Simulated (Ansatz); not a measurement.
The calculation's input:

```
crystal:
  periodic: [false, false, false]
  atoms:
    - { symbol: "N", position_ang: [-1.9738, 0.362, -0.374] }
    - { symbol: Ge, position_ang: [-0.587, -0.5703, 0.2889] }
    - { symbol: C, position_ang: [0.7483, 0.5025, 0.8355] }
    - { symbol: C, position_ang: [1.7448, 0.0316, -0.1055] }
    - { symbol: "N", position_ang: [0.7139, -0.7513, -0.9456] }
    - { symbol: H, position_ang: [-2.526, 0.8226, 0.4358] }
    - { symbol: H, position_ang: [-1.5938, 1.2158, -0.9099] }
    - { symbol: H, position_ang: [-0.8501, -1.8329, 1.0978] }
    - { symbol: H, position_ang: [0.8894, 1.1904, 1.7319] }
    - { symbol: H, position_ang: [2.7231, 0.2347, -0.2253] }
    - { symbol: H, position_ang: [0.7766, -1.2621, -1.8093] }
basis:
  gaussian: { orbitals: def2-mTZVP }
hamiltonian:
  xc: pbe0
relax:
  f_tol: 0.015
  max_steps: 40
output:
  orbitals: {}
```

Command:

```sh
ansatz run input.yaml --threads 2 --pin off --max-ram 3072MiB --backend cpu --events-out ev --progress --plain --runs-dir out
```

The fields are those of the relaxed geometry.

All numbers below come from Ansatz 0.2.0, RKS PBE0/def2-mTZVP.

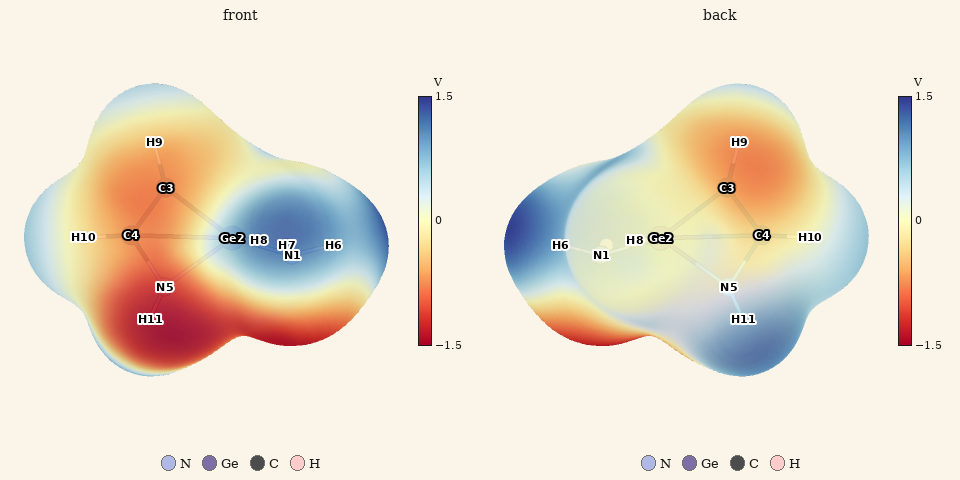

C$_{2}$H$_{6}$GeN$_{2}$. The molecular electrostatic potential painted on the density surface at 0.001 e/bohr³, seen from the front and from behind; the colour scale runs from red (negative) to blue (positive).

### Describe the electrostatic potential map.

The most negative region (about −1.4 V) lies over N1 and N5, the most positive (about +1.4 V) over H6.
